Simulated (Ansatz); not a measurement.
**CH₄NOSi (SMILES OC=N[SiH2+]) (charge +1): density, localisation and related maps**

```xyz
8

O    -1.5939    1.4097    0.3815
C    -0.4097    0.9658    0.6404
N     0.1633   -0.0221    0.0709
Si    1.0275   -1.2424   -0.5457
H    -2.0483    0.8974   -0.3314
H     0.1000    1.5455    1.4446
H     1.8832   -0.9639   -1.7345
H     0.8781   -2.5900    0.0743
```

Theory: RKS LDA/def2-SVP in Ansatz.

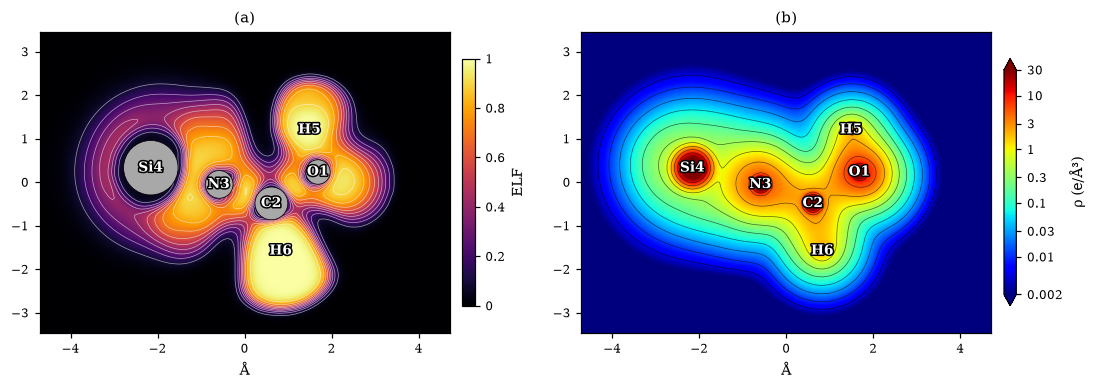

Figure 1. (a) ELF; (b) total electron density on the plane of atoms N3, C2 and H6. Grey discs cover the atomic cores in the ELF map.

**Read the bonding off the picture.**

- The plane passes through O, C, N, Si and H nuclei.
- C–N (1.28 Å): the density is about 2.7 e/Å³ at the midpoint; the ELF peaks at about 0.90 between the atoms: localised, covalent bonding.
- C–O (1.29 Å): ρ at the midpoint is about 2.7 e/Å³; the ELF peaks at about 0.90 between the atoms (a short, strongly polar bond).
- Si–N (1.62 Å): ρ at the midpoint is about 1.2 e/Å³; the ELF peaks at about 0.85 between the atoms, as expected for a polar covalent bond.
- O–H (0.99 Å): the density is about 3.6 e/Å³ at the midpoint; the ELF climbs to about 1 towards the hydrogen, as it does in any bond to H; an ordinary covalent bond to hydrogen.
- C–H (1.11 Å): ρ is about 2 e/Å³ halfway; the ELF climbs to about 1 towards the hydrogen: a covalent bond by its length.
- The ELF also peaks beside O1, away from the bonds: lone-pair regions.

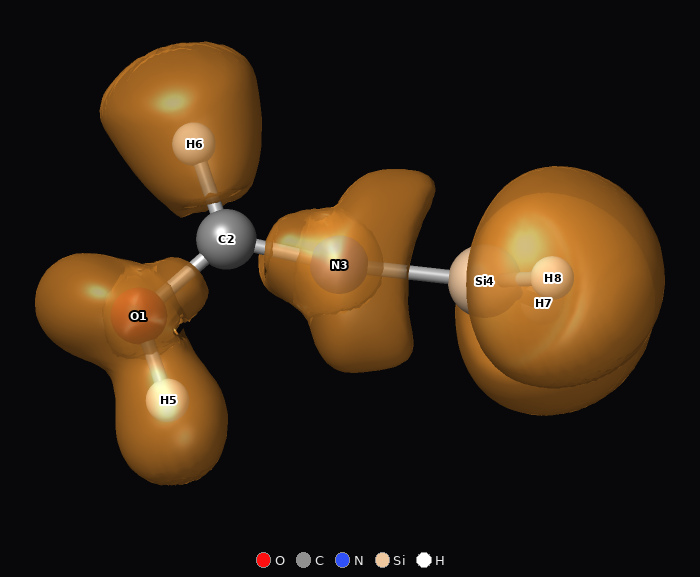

Figure 2. Isosurface of the ELF at 0.75 (orange), seen at a tilt. Core shells and regions of very low density are left out.

**Where are the electrons localised?**

The ELF exceeds this value in three regions around hydrogen nuclei, one region on N in which the atom's valence shell and bonds are merged and one joined region spread over several atoms (H, O), in which their bonds and any lone pairs are merged.

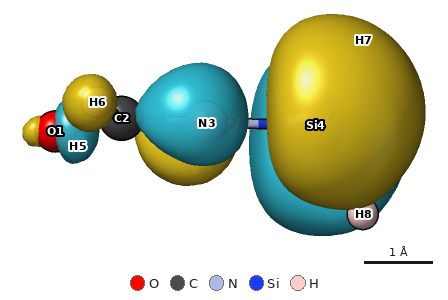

Figure 3. The LUMO at ±0.1 Å⁻³ᐟ² (yellow and cyan are the two phases), seen from one side.

**Describe this orbital and give its energy.**

It lies mainly on Si4 (about 65 %) and N3 (about 15 %). Its energy is −8.67 eV.

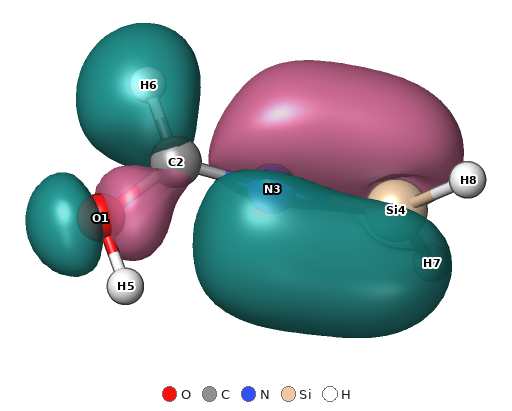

Figure 4. The HOMO−1 at ±0.08 Å⁻³ᐟ² (teal and pink are the two phases), seen at a tilt.

**Where does this orbital lie, and at what energy?**

Its weight (Hirshfeld) is mainly on N3 (about 50 %), Si4 (about 25 %), C2 (about 10 %) and O1 (about 5 %). Its energy is −13.17 eV.
